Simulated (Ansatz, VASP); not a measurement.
**KHgClF2: VASP beside Ansatz**

Aim: how closely do two programs agree when they are given the same cell, functional and k mesh? The cell is invented: As first built, before any earlier steps moved the atoms (in the runner's words): it takes the KHgF3 structure with some of its atoms replaced by other elements, volume scaled by an estimate. It may not be a known or stable phase. The cell is taken from a series of VASP runs on this material, whose earlier steps may have relaxed, scaled or displaced it; both programs get it as it stands. Valence electrons are named where the data sets of a main pair hold unlike numbers.

Main program and level: Ansatz 0.2.0; plane waves, with VASP 6.6.1 beside it; single point at PBE, band structure at PBE and dielectric response at PBE.

## Step 1: The structure

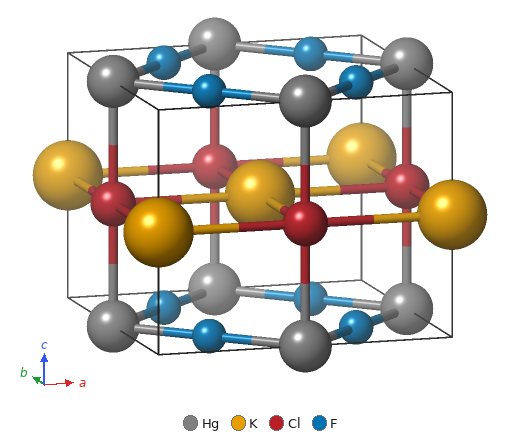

The starting structure, seen slightly off an axis (mercury grey, potassium orange, chlorine red, fluorine blue). This picture shows the conventional cell, with its axes. Some periodic images of atoms are drawn too.

## Step 2: Ansatz: single point, PBE

Ansatz runs on its default PAW (the set named soft_2) files.

With cell and atoms fixed, the geometry can't cause a difference; cores, projectors, grids and the points listed under the comparison can.

Input file input.yaml:

```yaml
crystal:
  lattice:
    - [3.2693219246, -3.2736209496, 0.0]
    - [3.2693219246, 3.2736209496, 0.0]
    - [0.0, 0.0, 5.3116904502]
  atoms:
    - { symbol: Hg, position: [0.5, 0.5, 0.0] }
    - { symbol: K, position: [0.0, 0.0, 0.5] }
    - { symbol: Cl, position: [0.5, 0.5, 0.5] }
    - { symbol: F, position: [0.5, 0.0, 0.0] }
    - { symbol: F, position: [0.0, 0.5, 0.0] }
hamiltonian:
  xc: pbe
  pseudopotentials: { kind: paw }
kpoints:
  mp_grid: { grid: [4, 4, 4] }
scf:
  occupations: { method: gaussian, width: 0.05 }
  n_extra_bands: 5
output:
  forces: true
  stress: true
  eigenvalues: true
  write_density: true
  write_potential: true
  elf: true
  volumetric_format: npy
```

Command:

```
> ansatz run input.yaml --threads 2 --pin off --max-ram 4608MiB --backend cpu --events-out ev --progress --plain --runs-dir out
```

Numbers of over 12 decimals in the logs are rounded to 6 here.

The program printed:

```text
scf.n_extra_bands = 5 over 25 filled bands (N_el = 50.0): the run solves 30 bands
Engine: ansatz 0.2.0, x86_64-unknown-linux-gnu
Pseudopotentials: kind: paw
Pseudopotential: Hg, paw, valence charge 20, recommended cutoff 420 eV (normal), Hg.paw.azcp
Pseudopotential: K, paw, valence charge 9, recommended cutoff 420 eV (normal), K.paw.azcp
Pseudopotential: Cl, paw, valence charge 7, recommended cutoff 420 eV (normal), Cl.paw.azcp
Pseudopotential: F, paw, valence charge 7, recommended cutoff 420 eV (normal), F.paw.azcp
Functional definition: PBE
  parameter kappa = 0.804
  parameter beta = 0.066725
  exchange = pbe_x(kappa = kappa, mu = beta*pi^2/3)
  correlation = pbe_c(beta = beta)
Crystal: 5 atoms, lattice volume = 113.697 Å³
Basis set: ecut = 420 eV, 2209 PW (Γ), exchange–correlation on 64×64×72 points (8 copies of the dense FFT grid, shifted against one another)
Bands: 30, of which v1, the nominal top of the filled ones, is band 25 counted from 1 (24 counted from 0)
Symmetry: 8 space group operations
Space group: Cmmm (ITA 65), of the structure as read, at distance tolerance 4.8e-5 Å
k-points: 21 of 64
Non-local potential: Hg, projectors of the file, l = 0: 3, l = 1: 2, l = 2: 2, l = 3: 1
Non-local potential: K, projectors of the file, l = 0: 3, l = 1: 2, l = 2: 2
Non-local potential: Cl, projectors of the file, l = 0: 2, l = 1: 2, l = 2: 2
Non-local potential: F, projectors of the file, l = 0: 2, l = 1: 2, l = 2: 1
PAW form: soft (Blöchl's): semilocal exchange-correlation on the pseudo side does not see the compensation charge
PAW one-centre angular grid: Hg, 590 points (default); XC on 64 Gauss nodes
PAW one-centre angular grid: K, 110 points (default); XC on 64 Gauss nodes
PAW one-centre angular grid: Cl, 110 points (default); XC on 64 Gauss nodes
PAW one-centre angular grid: F, 110 points (default); XC on 64 Gauss nodes
Initial density: superposition of atomic densities (neutral atoms: chi_scale 0, normalization atom), corrected by the library's trained network
Initial wavefunctions: pseudopotential atomic-orbital guess
Functional: x = pbe(κ = 0.804, μ = 0.219515), c = pbe(β = 0.066725)
SCF iter   1: F=—  HF=-18050.129408 eV  |F-HF|=—  |Δ(HF+E_count)|=         —  Δρ=1.18e-3  dr2=1.55e-3  ethr=1.77e-3  ⟨swp⟩=6.6  Hψ=2713  notcnv=0
preconditioner: auto → Resta (q_TF=auto, 2.379 Å⁻¹)  ε∞=3.7  [insulator: Δε(μ)=0.325 eV  Ē_g=13.354 eV  σ=0.050 eV  W_gap=1.00  n_scr=28 (ndim 8)  ℏωp=22.0 eV  f_vac=0.199  D(μ)=0.00/eV (n_scr^D=0)  ε∞_Penn≈3.7]
SCF iter   2: F=—  HF=-18050.131197 eV  |F-HF|=—  |Δ(HF+E_count)|=   1.79e-3  Δρ=7.34e-4  dr2=4.03e-4  ethr=3.10e-6  ⟨swp⟩=2.3  Hψ=1289  notcnv=0
SCF iter   3: F=—  HF=-18050.131201 eV  |F-HF|=—  |Δ(HF+E_count)|=   4.32e-6  Δρ=2.72e-4  dr2=1.02e-4  ethr=8.07e-7  ⟨swp⟩=2.0  Hψ=1019  notcnv=0
SCF iter   4: F=—  HF=-18050.131234 eV  |F-HF|=—  |Δ(HF+E_count)|=   3.33e-5  Δρ=1.29e-4  dr2=3.15e-5  ethr=2.05e-7  ⟨swp⟩=1.2  Hψ=633  notcnv=0
SCF iter   5: F=—  HF=-18050.131445 eV  |F-HF|=—  |Δ(HF+E_count)|=   2.11e-4  Δρ=3.88e-5  dr2=2.98e-6  ethr=6.31e-8  ⟨swp⟩=2.0  Hψ=899  notcnv=0
SCF iter   6: F=—  HF=-18050.131446 eV  |F-HF|=—  |Δ(HF+E_count)|=   7.16e-7  Δρ=1.52e-5  dr2=2.24e-7  ethr=5.96e-9  ⟨swp⟩=2.0  Hψ=924  notcnv=0
SCF iter   7: F=-18050.131446 eV  HF=-18050.131446 eV  |F-HF|=5.00e-9  |Δ(HF+E_count)|=   3.58e-8  Δρ=4.24e-6  dr2=1.20e-8  ethr=2.00e-10  ⟨swp⟩=11.6  Hψ=4207  notcnv=0
SCF 1 converged in 7 iterations: F = -18050.131446 eV  dr2 = 1.20e-8
  greatest PAW one-centre occupation: 1.000 electrons in one spin orbital (limit 2), on the Hg atom at site 0 (counted from 0), in its partial waves of l = 0
SCF converged after 7 iterations
Free energy (F): -18050.131446 eV
Harris-Foulkes:  -18050.131446 eV  (|F-HF|=5.00e-9)
Internal energy: -18050.131446 eV  (E = F + TS)
E sigma→0 (E₀):  -18050.131446 eV
Entropy (-TS):   -0.000000 eV (-0.000 meV/atom)
Fermi energy:    3.712679 eV
--- Per-component energies (eV) ---
  E_band       = -744.356075
  E_kinetic    = 1426.875522
  E_local      = -6073.473618  (includes V_loc(G=0)·N_el)
  E_nonlocal   = 264.237325
  E_hartree    = 2492.854185
  E_xc         = -620.048848
  E_vxc        = -750.636044  (∫ρ·V_xc dr)
  E_paw        = -11786.157144  (= ΣΔE_a)
  E_vpaw       = -597.079055  (= ΣTr[D̂ρ^β])
  E_aug_tail   = 0.005238  (compensation charges beyond the density's cutoff)
  E_ewald      = -3754.424105
  E_smearing   = -0.000000  (= −TS)
  E_closure    = 0.000000  (closes the sum)
  Σ components = -18050.131446   (vs F -18050.131446, Δ=0.00e0)
--- Forces (eV/Å), atoms counted from 1 ---
  atom   1  Hg     0.00000000     0.00000000     0.00000000
  atom   2  K      0.00000000    -0.00000000     0.00000000
  atom   3  Cl     0.00000000     0.00000000     0.00000000
  atom   4  F     -0.00000000     0.00000000     0.00000000
  atom   5  F      0.00000000     0.00000000     0.00000000
  max |Σ_I F_I| component: 2.22e-28 eV/Å
--- Stress (GPa, compression-positive) ---
       -0.219459       0.000000       0.000000
        0.000000      -0.256183      -0.000000
        0.000000      -0.000000      -0.042013
  P = ⅓ Tr σ = -0.1726 GPa (-1.726 kbar)
--- Band table (eV; the first three rows and the last of 21) ---
  k-point 0: bands = [... 21 lower, 1.6268, 1.7988, 1.7993, 1.8115, 3.8772, 9.0123, 9.9142, 11.4245, ... 1 higher]
  k-point 1: bands = [... 21 lower, 1.6209, 1.6252, 1.8754, 1.8760, 5.1506, 9.2274, 10.0691, 11.5967, ... 1 higher]
  k-point 2: bands = [... 21 lower, 1.6175, 1.6219, 1.9558, 1.9564, 6.8109, 9.2399, 10.2345, 11.5280, ... 1 higher]
  k-point 20: bands = [... 21 lower, 2.0430, 2.0434, 3.5149, 3.5446, 9.0975, 9.4477, 9.4514, 10.6408, ... 1 higher]
```

It took 2.9 s on 2 threads of Intel Xeon Platinum 8488C (Sapphire Rapids), shared host; peak memory 0.46 GiB.

The column dr2 measures how far the density is from self-consistency, as an energy; F and HF (Harris–Foulkes) agree once it is small.

The run ends at a pressure of -0.17 GPa.

## Step 3: VASP: single point, PBE

The same cell, functional, mesh and smearing now go to VASP, with its own data sets.

Lines of VASP's logs that name or quote its potential files are left out, and so is its time.

Input file INCAR:

```
SYSTEM = KHgClF2
PREC = Accurate
ENCUT = 520
EDIFF = 1E-06
NELM = 100
ISMEAR = 0
SIGMA = 0.05
LREAL = .FALSE.
ALGO = Normal
GGA = PE
NBANDS = 27
LORBIT = 11
LWAVE = .FALSE.
LCHARG = .TRUE.
ISIF = 2
LELF = .TRUE.
LVHAR = .TRUE.
```

Input file POSCAR:

```
KHgClF2
1.0
    3.2693219246     -3.2736209496      0.0000000000
    3.2693219246      3.2736209496      0.0000000000
    0.0000000000      0.0000000000      5.3116904502
Hg K Cl F
1 1 1 2
Direct
    0.5000000000      0.5000000000      0.0000000000
    0.0000000000      0.0000000000      0.5000000000
    0.5000000000      0.5000000000      0.5000000000
    0.5000000000      0.0000000000      0.0000000000
    0.0000000000      0.5000000000      0.0000000000
```

Input file KPOINTS:

```
Automatic mesh
0
Gamma
4 4 4
0 0 0
```

PAW data sets: Hg, K_sv, Cl and F (PBE family, release 64).

Command:

```
> mpirun -np 2 vasp_std
```

The program printed:

```text
[banner, memory and clock lines left out]
running    2 mpi-ranks, on    1 nodes
 distrk:  each k-point on    2 cores,    1 groups
 distr:  one band on    1 cores,    2 groups

 POSCAR found type information on POSCAR HgK ClF
 POSCAR found :  4 types and       5 ions
 LDA part: xc-table for (Slater+PW92), standard interpolation
|                                                                             |
|           W    W    AA    RRRRR   N    N  II  N    N   GGGG   !!!           |
|           W    W   A  A   R    R  NN   N  II  NN   N  G    G  !!!           |
|           W    W  A    A  R    R  N N  N  II  N N  N  G       !!!           |
|           W WW W  AAAAAA  RRRRR   N  N N  II  N  N N  G  GGG   !            |
|           WW  WW  A    A  R   R   N   NN  II  N   NN  G    G                |
|           W    W  A    A  R    R  N    N  II  N    N   GGGG   !!!           |
|                                                                             |
|     The number of bands has been changed from the values supplied in        |
|     The orbitals not found in the WAVECAR file will be initialized with     |
|     random numbers, which is usually adequate. For correlated               |
|     calculations, however, you should redo the groundstate calculation.     |
|     I found NBANDS = 27. Now, NBANDS = 28.                                  |
|                                                                             |

 POSCAR, INCAR and KPOINTS ok, starting setup
 FFT: planning ... GRIDC
 FFT: planning ... GRID_SOFT
 FFT: planning ... GRID
 WAVECAR not read
 entering main loop
       N       E                     dE             d eps       ncg     rms          rms(c)
DAV:   1     0.348753053688E+03    0.34875E+03   -0.21296E+04  1176   0.138E+03
DAV:   2     0.714375441808E+01   -0.34161E+03   -0.33264E+03  1428   0.362E+02
DAV:   3    -0.164380388410E+02   -0.23582E+02   -0.23479E+02  1572   0.956E+01
DAV:   4    -0.173834894623E+02   -0.94545E+00   -0.94374E+00  1908   0.120E+01
DAV:   5    -0.173940372769E+02   -0.10548E-01   -0.10547E-01  1508   0.111E+00    0.119E+01
DAV:   6    -0.149854121766E+02    0.24086E+01   -0.92863E+00  1524   0.280E+01    0.914E+00
DAV:   7    -0.149192102612E+02    0.66202E-01   -0.94695E-01  1316   0.665E+00    0.616E+00
DAV:   8    -0.148748636113E+02    0.44347E-01   -0.22348E-01  1432   0.345E+00    0.634E-01
DAV:   9    -0.148704346484E+02    0.44290E-02   -0.45596E-02  1496   0.155E+00    0.262E-01
DAV:  10    -0.148708067945E+02   -0.37215E-03   -0.48067E-03  1404   0.534E-01    0.152E-01
DAV:  11    -0.148709874940E+02   -0.18070E-03   -0.32353E-04  1492   0.131E-01    0.729E-02
DAV:  12    -0.148711748255E+02   -0.18733E-03   -0.21633E-04  1344   0.107E-01    0.273E-02
DAV:  13    -0.148711768605E+02   -0.20350E-05   -0.18489E-05  1636   0.354E-02    0.110E-02
DAV:  14    -0.148711768215E+02    0.38953E-07   -0.22750E-06  1324   0.898E-03
   1 F= -.14871177E+02 E0= -.14871177E+02  d E =-.564664E-07
```

Parts of OUTCAR (step 3):

```text
ion  position               nearest neighbor table
   1  0.500  0.500  0.000-   4 2.31   5 2.31   4 2.31   5 2.31   3 2.66   3 2.66
   2  0.000  0.000  0.500-
   3  0.500  0.500  0.500-   1 2.66   1 2.66
   4  0.500  0.000  0.000-   1 2.31   1 2.31
   5  0.000  0.500  0.000-   1 2.31   1 2.31

  LATTYP: Found a base centered orthorhombic cell.
 ALAT       =     6.5386438492
 B/A-ratio  =     1.0013149592
 C/A-ratio  =     0.8123535358

 Subroutine GETGRP returns: Found  8 space group operations
 (whereof  8 operations were pure point group operations)

The static configuration has the point symmetry D_2h.

 Found     21 irreducible k-points:

   k-points           NKPTS =     21   k-points in BZ     NKDIM =     21   number of bands    NBANDS=     28

   dimension x,y,z NGX =    36 NGY =   36 NGZ =   40
   dimension x,y,z NGXF=    72 NGYF=   72 NGZF=   80

   ENCUT  =  520.0 eV  38.22 Ry    6.18 a.u.   8.60  8.60  9.88*2*pi/ulx,y,z

   NELECT =      42.0000    total number of electrons

 k-points in reciprocal lattice and weights: Automatic mesh
   0.00000000  0.00000000  0.00000000       0.016
   0.25000000  0.00000000  0.00000000       0.062
   0.50000000  0.00000000  0.00000000       0.031
   0.25000000  0.25000000  0.00000000       0.031
   0.50000000  0.25000000  0.00000000       0.062
  -0.25000000  0.25000000  0.00000000       0.031
   0.50000000  0.50000000  0.00000000       0.016
   0.00000000  0.00000000  0.25000000       0.031
   0.25000000  0.00000000  0.25000000       0.125
[...]
-0.25000000  0.25000000  0.50000000       0.031
   0.50000000  0.50000000  0.50000000       0.016

 average (electrostatic) potential at core
       1 -42.1529       2 -36.7893       3 -95.3785       4 -78.2886       5 -78.2886

 E-fermi :  -0.7425

 k-point     1 :       0.0000    0.0000    0.0000
  band No.  band energies     occupation
    ...
     17      -2.7947      2.00000
     18      -2.7905      2.00000
     19      -2.6375      2.00000
     20      -2.6370      2.00000
     21      -2.6083      2.00000
     22      -0.5869      0.00001
     23       4.5753      0.00000
     24       5.4878      0.00000
     25       6.9926      0.00000
     26       7.4390      0.00000
    ...

 k-point     2 :       0.2500    0.0000    0.0000
  band No.  band energies     occupation
    ...
     17      -2.8034      2.00000
     18      -2.7871      2.00000
     19      -2.7119      2.00000
     20      -2.6429      2.00000
     21      -2.6062      2.00000
     22       0.5859      0.00000
     23       5.1901      0.00000
     24       6.0340      0.00000
     25       7.0519      0.00000
     26       7.8110      0.00000
    ...

 k-point     3 :       0.5000    0.0000    0.0000
  band No.  band energies     occupation
    ...
     17      -2.8941      2.00000
     18      -2.7552      2.00000
     19      -2.7101      2.00000
     20      -2.6073      2.00000
     21      -2.5227      2.00000
     22       1.9035      0.00000
     23       5.3341      0.00000
     24       6.7922      0.00000
     25       7.6339      0.00000
     26       7.7779      0.00000
    ...

  Total        0.0039779     -0.0216741     -0.0002383      0.0000000      0.0000000      0.0000000
  in kB        0.0560546     -0.3054238     -0.0033579      0.0000000      0.0000000      0.0000000
  external PRESSURE =      -0.0842424 kB  Pullay stress =       0.0000000 kB

  energy-cutoff  :      520.00
  volume of cell :      113.70
      direct lattice vectors                 reciprocal lattice vectors
     3.269321925 -3.273620950  0.000000000     0.152936912 -0.152736070  0.000000000
     3.269321925  3.273620950  0.000000000     0.152936912  0.152736070  0.000000000
     0.000000000  0.000000000  5.311690450     0.000000000  0.000000000  0.188263983

 POSITION                                       TOTAL-FORCE (eV/Angst)
 -----------------------------------------------------------------------------------
      3.26932      0.00000      0.00000        -0.000000      0.000000      0.000000
      0.00000      0.00000      2.65585         0.000000      0.000000      0.000000
      3.26932      0.00000      2.65585        -0.000000     -0.000000      0.000000
      1.63466     -1.63681      0.00000         0.000000     -0.000000      0.000000
      1.63466      1.63681      0.00000         0.000000      0.000000      0.000000
 -----------------------------------------------------------------------------------
    total drift:                                0.000000      0.000000     -0.000000

  FREE ENERGIE OF THE ION-ELECTRON SYSTEM (eV)
  ---------------------------------------------------
  free  energy   TOTEN  =       -14.8711768215 eV

  energy  without entropy=      -14.8711767651  energy(sigma->0) =      -14.87117679

 total charge
# of ion       s       p       d       tot
------------------------------------------
    1        0.459   0.253   9.534  10.247
    2        1.950   5.575   0.012   7.538
    3        1.598   3.525   0.000   5.122
    4        1.739   4.291   0.000   6.030
    5        1.739   4.291   0.000   6.030
--------------------------------------------------
tot          7.486  17.935   9.546  34.968

[... 3 further parts left out ...]
```

The run ends at a pressure of -0.01 GPa.

## Step 4: Comparison

Known differences besides the potentials themselves: the data sets hold 50 valence electrons in Ansatz (on its default PAW (the set named soft_2) files) and 42 in VASP; the cutoff is 420 eV in Ansatz and 520 eV in VASP; VASP leaves aspherical gradient terms in its spheres out (LASPH is not set), Ansatz keeps them. Total energies have different zeros and are not compared.

The two programs side by side:

| quantity | Ansatz | VASP | difference |
| --- | --- | --- | --- |
| pressure (GPa) | -0.17 | -0.01 | -0.16 |
| pressure without Ansatz's Pulay correction (GPa) | -0.41 | -0.01 | -0.40 |
| gap on the k mesh (eV) | 0.333 | 0.316 | +0.016 |

A gap on the mesh is an upper bound, since the band edges may lie between its points; neither run holds spin-orbit coupling, which can move the band edges of a compound of Hg. Ansatz's pressure holds a Pulay correction of 0.23 GPa; VASP's holds none.

[end of part 1 of 2]

[Lines on the potential files, build, host, timing and source positions are cut from VASP's logs without a mark.]

[Logs are printed without paths, hosts, clocks, repeated set-up lines and the standing remarks that a program may print on its own settings, such as how far it seeks lower states.]

[Hosts, paths, dates, database ids (printed as entryN), source tags and the programs' standing remarks are cut or masked in the printed files.]
